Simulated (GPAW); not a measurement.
# K2Pt (Fm-3m): G0W0 with GPAW, start to end, part 2 of 2

Aim: the G0W0 gap of K2Pt (Fm-3m) on LDA, step by step.

GPAW 26.7.0; LDA and many-body steps on it, plane waves. Known limits of the many-body steps: not at the basis limit; no spin polarisation; d states lean on the start; no spin-orbit coupling; coarse k mesh.

So far. Step 2 (Ground state): The gap is indirect, with the least direct gap 0.07 eV higher. Step 3 (Empty states on the mesh, 2×2×2 mesh, 373 bands): On this mesh the gap is 1.314 eV.

### Step 4. Screening and self-energy, 2×2×2 mesh, 169 bands, screening to 78 eV

G0W0 replaces the xc potential by the self-energy, built once from these orbitals. Only a window of levels is corrected, while the sums run over the empty bands that the input names.

This step: G0W0 on LDA, plane waves, PAW.

The input, run.py:

```python
import json
import numpy as np
from gpaw.mpi import world
from gpaw.response.g0w0 import G0W0

gw = G0W0('full.gpw',
    filename='gw',
    kpts=[0, 1, 2],
    bands=(15, 19),
    ecut=78,
    nbands=169,
    integrate_gamma='WS',
    ppa=True)
gw.calculate()
res = {mode: {k: v for k, v in r.items() if k != 'sigma_eskwn'}
       for mode, r in gw.all_results.items()}

if world.rank == 0:
    with open('result.json', 'w') as f:
        json.dump(res, f, default=lambda x: x.tolist())
```

Started as:

```
mpirun -n 4 gpaw python run.py
```

Numbers of over 12 decimals in the logs are rounded to 6 here.

The log of the run:

```text
Using integrator: PointIntegrator
FrequencyGridDescriptor(from 0.000+0.000j to 0.000+27.211j eV, 2 points)
Nonperiodic BCs:  [False False False]
Using integrator: PointIntegrator
FrequencyGridDescriptor(from 0.000+0.000j to 0.000+27.211j eV, 2 points)
Nonperiodic BCs:  [False False False]
  ___  _ _ _
 |   || | | |
 | | || | | |
 |__ ||_____|
 |___|

BZ k-points: Symmetries present (total): 48

  [... matrices ...]
8 k-points: 2 x 2 x 2 Monkhorst-Pack grid + [1/4,1/4,1/4]
3 k-points in the irreducible part of the Brillouin zone
       k-points in crystal coordinates                weights
   0:     0.00000000    0.00000000    0.00000000          1/8
   1:     0.50000000    0.50000000    0.00000000          3/8
   2:     0.50000000    0.50000000    0.50000000          4/8

Distributing spins, k-points and bands (1 x 3 x 4) over 4 processes
Number of blocks: 1

Quasi particle states:
k-points (IBZ indices): [0, 1, 2]
Band range: (15, 19)
  [... matrices ...]
Computational parameters:
Plane wave cut-off: 78 eV
Number of bands: 169
Coulomb cutoff: None
Broadening: 0.1 eV

fxc modes: GW
Kernel: RPA
Using Godby-Needs plasmon-pole approximation:
  Fitting energy: i*E0, E0 = 1.000 Hartree
Summing all q:

Calculating screened Coulomb potential
No Coulomb truncation
FrequencyGridDescriptor(from 0.000+0.000j to 0.000+27.211j eV, 2 points)
Removing empty qpoint cache files...

Calculating chi0 body with:
    Ground state adapter containing:
    Number of spins: 1
    Number of kpoints: 8
    Number of irreducible kpoints: 3
    Number of completely occupied states: 17
    Number of partially occupied states: 17
    Occupied states memory: 5.105759 M / cpu

    Linear response parametrization:
    q_c: [0.0, 0.0, 0.0]
    Number of frequency points: 2
    Planewave cutoff: 78.0
    Number of bands: 169
    Number of planewaves: 169
    Broadening (eta): 1e-06
    comm.size: 4
    kncomm.size: 4
    blockcomm.size: 1

    Memory estimate of potentially large arrays:
        chi0_wGG: 0.871613 M / cpu
Integrating chi0 body.

Symmetries of q_c:
    Direct symmetries (Uq -> q): 48
    Indirect symmetries (TUq -> q): 0
In total 48 allowed symmetries.

  [... matrices ...]
3 groups of equivalent kpoints. 62.5% reduction.

Integral kind: response function
Integrating chi0 head and wings.

Symmetries of q_c:
    Direct symmetries (Uq -> q): 48
    Indirect symmetries (TUq -> q): 0
In total 48 allowed symmetries.

  [... matrices ...]
3 groups of equivalent kpoints. 62.5% reduction.

Integral kind: response function wings

Calculating chi0 body with:
    Ground state adapter containing:
    Number of spins: 1
    Number of kpoints: 8
    Number of irreducible kpoints: 3
    Number of completely occupied states: 17
    Number of partially occupied states: 17
    Occupied states memory: 5.105759 M / cpu

[... the further q-points ...]

Results:
f:      Occupation numbers
eps:     KS-eigenvalues [eV]
vxc:     KS vxc [eV]
exx:     Exact exchange [eV]
sigma:   Self-energies [eV]
dsigma:  Self-energy derivatives
Z:       Renormalization factors
qp:      QP-energies [eV]

k-point 0 (0): (0.000, 0.000, 0.000)                GW
band       f     eps     vxc     exx   sigma  dsigma       Z      qp
                                                                   GW
  15   1.000   1.616 -23.506 -28.169   4.110  -0.301   0.769   1.191
  16   1.000   1.616 -23.506 -28.169   4.110  -0.301   0.769   1.191
  17   0.000   5.170  -9.605  -5.049  -3.282  -0.248   0.801   6.191
  18   0.000   5.170  -9.605  -5.049  -3.282  -0.248   0.801   6.191

k-point 1 (1): (0.500, 0.500, 0.000)                GW
band       f     eps     vxc     exx   sigma  dsigma       Z      qp
                                                                   GW
  15   1.000   1.622 -23.551 -28.230   4.147  -0.302   0.768   1.212
  16   1.000   1.679 -23.557 -28.048   3.996  -0.306   0.766   1.299
  17   0.000   3.196  -8.796  -4.859  -3.087  -0.238   0.808   3.883
  18   0.000   5.406 -10.544  -6.637  -3.175  -0.235   0.810   5.999

k-point 2 (2): (0.500, 0.500, 0.500)                GW
band       f     eps     vxc     exx   sigma  dsigma       Z      qp
                                                                   GW
  15   1.000   1.608 -23.430 -28.072   4.104  -0.300   0.769   1.195
  16   1.000   1.608 -23.430 -28.072   4.104  -0.300   0.769   1.195
  17   0.000   2.993  -8.108  -4.467  -2.996  -0.220   0.820   3.521
  18   0.000   5.815 -10.510  -5.846  -3.351  -0.212   0.825   6.898
```

Run time: 8.5 s. Hardware: 4 MPI ranks of AMD EPYC 9R45, shared host; peak memory 1.3 GiB.

This step gave:

```
G0W0 gap on the points computed              : 2.222 eV
least direct G0W0 gap on the computed points : 2.326 eV
Z at the valence top                         : 0.7657
Z at the conduction bottom                   : 0.8196
starting gap on the mesh                     : 1.314 eV
k of the valence top                         : 0.5, 0.5, 0
k of the conduction bottom                   : 0.5, 0.5, 0.5
```

The gap on the mesh goes from 1.31 eV to 2.22 eV, a correction of +0.91 eV.

Limits: finite bands, cutoff and mesh; no spin polarisation; d states lean on the start; no spin-orbit coupling; coarse k mesh. v1 is the top filled band, c1 the lowest empty one. Levels before and after the correction, in eV, zero at the valence-band top of each column:

|  | conduction bottom | valence top |
| --- | --- | --- |
| Kohn-Sham | 1.31 | 0.00 |
| G0W0 | 2.22 | 0.00 |

|  | level | energy (eV) |
| --- | --- | --- |
| Kohn-Sham | (0.5 0.5 0) v2 | -0.057 |
| Kohn-Sham | (0.5 0.5 0) v1 | 0.000 |
| Kohn-Sham | (0.5 0.5 0) c1 | 1.518 |
| Kohn-Sham | (0.5 0.5 0) c2 | 3.728 |
| Kohn-Sham | (0.5 0.5 0.5) v2-v1 | -0.070 |
| Kohn-Sham | (0.5 0.5 0.5) c1 | 1.314 |
| Kohn-Sham | (0.5 0.5 0.5) c2 | 4.137 |
| G0W0 | (0.5 0.5 0) v2 | -0.087 |
| G0W0 | (0.5 0.5 0) v1 | 0.000 |
| G0W0 | (0.5 0.5 0) c1 | 2.583 |
| G0W0 | (0.5 0.5 0) c2 | 4.700 |
| G0W0 | (0.5 0.5 0.5) v2-v1 | -0.104 |
| G0W0 | (0.5 0.5 0.5) c1 | 2.222 |
| G0W0 | (0.5 0.5 0.5) c2 | 5.599 |

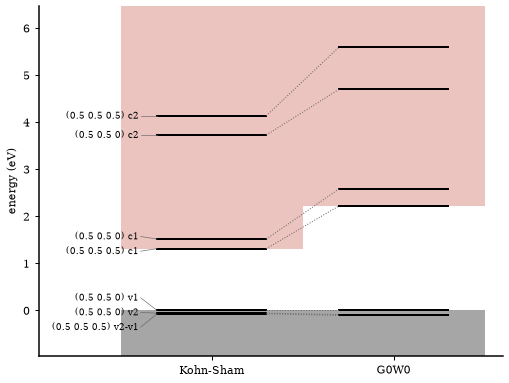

Levels before and after the correction. Shaded: valence and conduction bands.

### Step 5. Where the time went

Times are wall times on the hardware named with each run, good to a factor of about two.

| step | time | share | memory (GiB) |
| --- | --- | --- | --- |
| ground state | 4.6 s | 22 % | 0.74 |
| empty states on the mesh | 8.2 s | 39 % | 1.6 |
| screening and self-energy | 8.5 s | 40 % | 1.3 |

### Step 6. Results

| Quantity | Value |
| --- | --- |
| LDA gap | 1.31 eV, indirect |
| G0W0 gap on the mesh | 2.22 eV |
| GW settings | 2×2×2 mesh, 169 bands, screening to 78 eV, Godby-Needs plasmon pole |
| known limits | not at the basis limit; no spin polarisation; d states lean on the start; no spin-orbit coupling; coarse k mesh |

In words: G0W0 moves the gap on the mesh from 1.31 eV to 2.22 eV (+0.91 eV), with Z of 0.77 and 0.82 at the edges. Bands and cutoff are finite, so the gap is not at the basis limit. The miss can reach some tenths of an eV and take either sign; the mesh is an error of its own. These stock PAW sets were not made for GW. The 2×2×2 mesh is coarse for this cell, which bears on the long-range parts of exchange and screening. The runs have no spin polarisation. For a closed low-spin shell that is the natural state; where a d or f shell is open it is a constraint, and the gap is then not the crystal's own. With d states at the gap, one-shot GW leans hard on its start. The many-body steps are scalar-relativistic: spin-orbit coupling is not in them.

[Paths, hosts, dates, memory and timing lines, banners, echoed tables and standing remarks are left out of the program output.]

[Logs are printed without paths, hosts, clocks, repeated set-up lines and the standing remarks that a program may print on its own settings, such as how far it seeks lower states.]

[Runs of the session that timed out or met a known fault of the program may be left out.]

[Hosts, paths, dates, database ids (printed as entryN), source tags and the programs' standing remarks are cut or masked in the printed files.]
